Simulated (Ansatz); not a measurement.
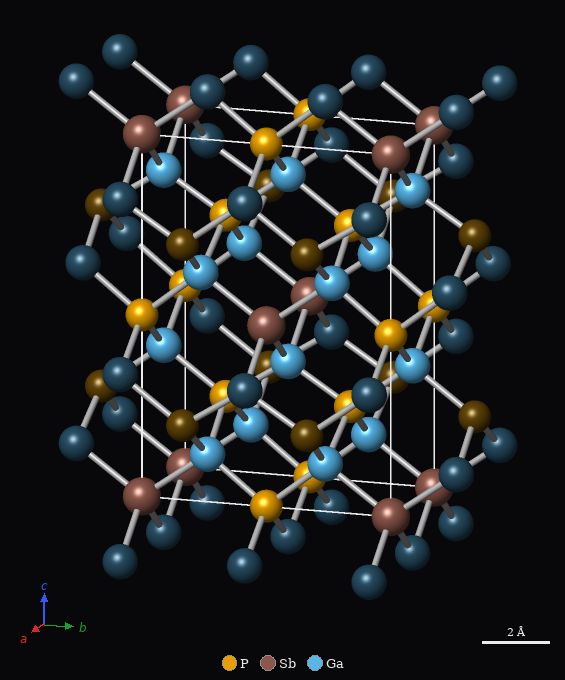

Structure drawing (ball-and-stick), viewed slightly off an axis. The parallelepiped is the conventional unit cell. The bonded neighbours beyond the faces are included, in fainter colours.

Ga$_{4}$SbP$_{3}$, space group Amm2 (No. 38), a = 3.976 Å, b = 7.962 Å, c = 11.257 Å, α = 90.00°, β = 90.00°, γ = 90.00°. Starting structure: a structure type filled with these elements by a generator (whether the compound takes this form wasn't checked). Earlier steps of the study may have refined or changed the cell and positions. It was run through Ansatz as a DFT input.

This one geometry was computed with Ansatz (DFT, plane waves, PAW) at three levels of theory: HSE06, PBE and r2SCAN. It was relaxed beforehand with r2SCAN.

> Which level gives the highest pressure at this volume, and what does that say about its equilibrium volume?

Highest: PBE (2.3 GPa), which points to the largest equilibrium volume. Lowest, with the smallest volume: HSE06 (0.4 GPa) and r2SCAN (0.0 GPa). Levels within 0.5 GPa of each other can't be told apart.

> How does the band gap change with the level of theory?

PBE: a gap of 0.10 eV, direct; r2SCAN: a gap of 0.46 eV, direct; HSE06: a gap of 0.86 eV, direct.

> Collect the results in a table.

| level | cutoff (eV) | k-mesh of the run's cell | gap (eV) | pressure (GPa) |
| --- | --- | --- | --- | --- |
| HSE06 | 420 | 4×2×2 | 0.86 | 0.4 |
| PBE | 420 | 6×4×4 | 0.10 | 2.3 |
| r2SCAN | 500 | 6×4×4 | 0.46 | 0.0 |

Gaps are taken on the k-mesh or band path of each run.
